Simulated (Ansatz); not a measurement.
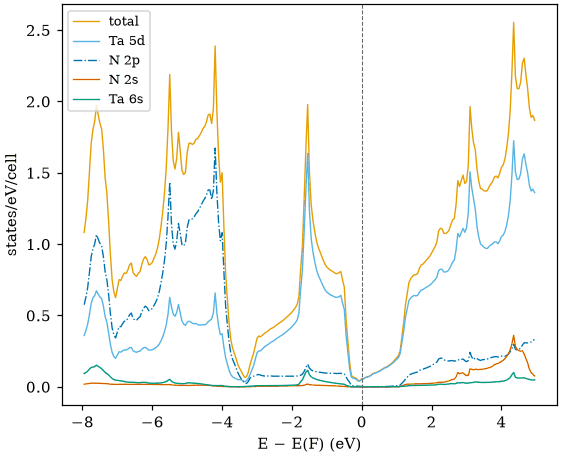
Fig. 1. Total and projected density of states of TaN in space group P-6m2 (No. 187; Ta on 1b, N on 1e), plane-wave PAW PBEsol (Ansatz code)

**Question.** Which orbitals carry the states next to the Fermi level?

**Answer.** Within 0.5 eV of the Fermi level: Ta 5d 85 %, N 2p 10 %. Projections are on Löwdin-orthogonalised atomic valence shells; empty p or d shells of many metals are not among them.

**Question.** Where is the tallest occupied peak in this window, and what makes it?

**Answer.** Near -4.2 eV, about 2.4 states/eV per cell; the largest projected share is N 2p.

The workflow started from a Materials Project entry (that database holds measured and hypothetical structures alike); the Crystallography Open Database files this formula in space group No. 187, but the cells were not matched. It is not the phase usual at ambient conditions (space group No. 189). The PBEsol relaxation kept the symmetry of its start; whether a distortion lowers the energy is not shown. No spin polarisation was allowed. A small band overlap can be real or an error of a semilocal functional. Spin–orbit coupling is left out wherever it is not named.

Potentials: the earlier of the program's two PAW sets. The files were generated under PBE; for other functionals the program regenerates the frozen cores, and for LDA and PBEsol the local potential too.
